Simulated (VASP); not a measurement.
Band structure of SrPd2 (space group Fd-3m). Computed with PBEsol GGA, VASP's PBE PAW potentials (set 64) (plane waves; VASP).

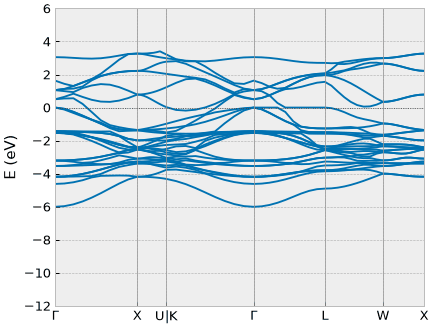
Figure: Bands along high-symmetry lines, zero at the valence-band maximum or, without a gap, the Fermi level

Q: Read the plot: is there a gap, and where are the band edges?

A: It has no gap at this level: it comes out as a metal or semimetal.

The structure comes from a computed database's SrPd2 entry (Fd-3m); how it stands against other phases isn't given here. The cell was not relaxed at this level.
